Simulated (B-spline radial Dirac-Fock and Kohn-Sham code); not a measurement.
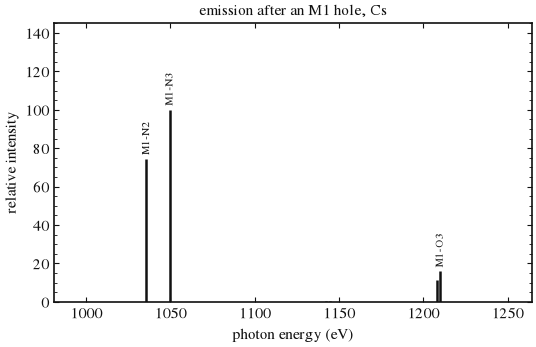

X-ray emission lines that fill an M1 (3s) hole, as sticks. Lines at much lower energy are not shown. It refers to neutral caesium. Level of theory: independent-particle rates on relativistic LDA orbitals of the hole state (multipoles to L = 3), energies from Dirac–Fock ΔSCF; calculated with a B-spline radial atomic code. Widths ruled by Coster–Kronig decay come out up to twice the measured ones in this model.

> What are the natural width, lifetime and fluorescence yield of the M1 hole?

Width 12.2 eV, lifetime 0.0540 fs, fluorescence yield 4.32 × 10⁻⁴. The recommended width for the element is 10.8 eV (Campbell and Papp).

> What multipole carries the M1-N5 line?

E2; it is forbidden as an electric dipole and holds 0.18 % of the emission.

> Which line is the strongest, where is it and what share of the photons does it carry?

M1-N3 at 1.0495 keV, 44.7 % of the radiative decays.

> How far apart are M1-N3 and M1-N2, and what is their intensity ratio?

13.9 eV apart, with M1-N2 at 0.74 of the intensity of M1-N3.
